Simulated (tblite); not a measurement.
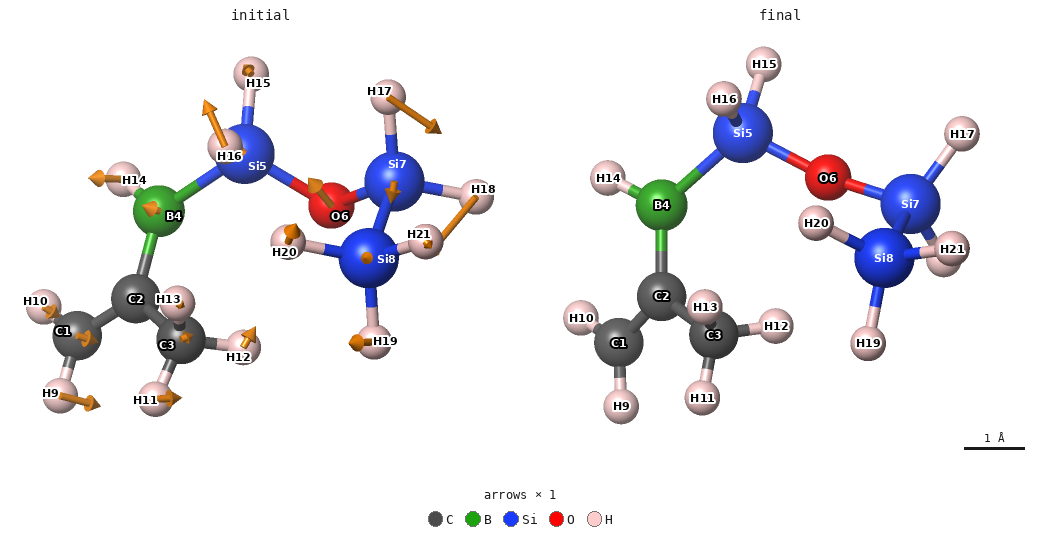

The structure of C$_{3}$H$_{13}$BOSi$_{3}$ before (left) and after (right) a relaxation, at one scale. The orange arrows give the displacements, at their true length.

Style: ball-and-stick. Shown at a tilt.

Computed with GFN2-xTB geometry optimisation, gas phase in tblite 0.8.0. 

Summarise the run.

Answer. The energy falls by 0.900 eV in 179 geometry steps. The atom that moves furthest after the best rigid fit is H18 (1.53 Å). By element the largest moves are H 1.53 Å, O 0.80 Å, Si 0.51 Å, C 0.43 Å, B 0.39 Å. Some distances before and after: Si5–Si7 2.771 → 3.201 Å, O6–Si7 1.726 → 1.619 Å, Si5–O6 1.728 → 1.636 Å, Si7–Si8 2.239 → 2.302 Å. Among the angles between lasting bonds that change: Si5–O6–Si7 106.7° → 159.1°, B4–Si5–H15 109.1° → 117.3°, O6–Si5–H16 112.6° → 105.4°. Groups turn about B4–Si5 by about 35°, Si7–Si8 by about 30°, O6–Si7 by about 30°. Cost: 2 s on 1 thread of Arm Neoverse V1 (shared host).
